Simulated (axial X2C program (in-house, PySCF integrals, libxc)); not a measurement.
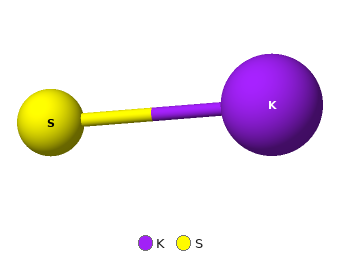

*The molecule at the reference distance of 3.353 Å.*

# Relativistic diatomic calculation, with input and output: KS⁺

System: KS⁺, single determinant with Ω = 1.
Method: M06, two-component X2C with atomic mean-field Coulomb and Gaunt terms, K dyall-v3z, S dyall-v3z (cores contracted) (axial X2C program (in-house, PySCF integrals, libxc)).

## The input
```
{"zs": [19, 16], "q": 1, "bas": ["dyall-v3z", "dyall-v3z"], "levels": ["PBE0", "HF", "M06", "PW91"], "cc": false, "r0": 2.87, "npts": 10, "nst": 2, "ntry": 6, "opt": {"auxb": 3.0}}
```

The line is the task of a batch: nuclear charges, charge, bases, the levels to run, a first guess of the distance and further settings. This report covers M06 with spin-orbit coupling. The log is that of the reference distance 3.353 Å.

Hardware: 1 thread of Arm Neoverse N1, 98 GiB of memory available, shared host.

The run was one of a batch that the task file lists, launched with:
```bash
python <driver script> task.json out
```

## Log
```
two-component X2C + atomic mean field  M06
basis functions 127  fitting functions 427  grid points 5086
iter        total energy     max residual
   1      -1001.108708571     9.86e-02
   2      -1001.111251116     3.45e-03
   3      -1001.111333604     3.85e-03
   4      -1001.111345747     4.34e-04
   5      -1001.111346202     1.56e-04
   6      -1001.111346326     7.42e-05
   7      -1001.111346425     6.41e-05
   8      -1001.111346437     9.93e-06
   9      -1001.111346437     2.27e-06
converged
one-electron -1467.56308186  Coulomb 477.90039733  exact exchange -15.62785880  xc functional -43.62461315  nuclear repulsion 47.97789207  atomic mean-field constant -0.17408203
```

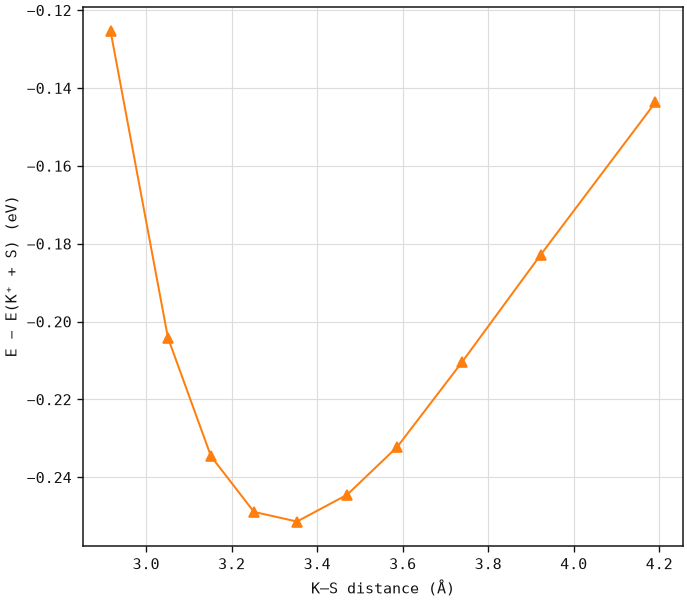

*Energy at 10 bond lengths, for one set of occupations held fixed; the line joins the points.*

A polynomial of degree 6 through 9 points gives rₑ = 3.330 Å, ωₑ = 112.8 cm⁻¹, ωₑxₑ = 1.6 cm⁻¹ and Bₑ = 0.08656 cm⁻¹. The minimum lies 0.25 eV below K⁺ + S, each computed as one determinant at the same level.

## Outcome

- outcome: converged
- bond length rₑ: 3.330 Å
- ωₑ: 112.8 cm⁻¹
- energy at the minimum: −1001.11135 hartree
- depth below the fragments: 0.25 eV
- wall time: 7.4 s
- peak memory: 0.26 GiB

## What is odd here

The input is odd on purpose: sparse fitting set (auxb = 3.0). The program ran to the end. Its numbers are those of the input as typed; this run alone doesn't show how far the oddity moves them.
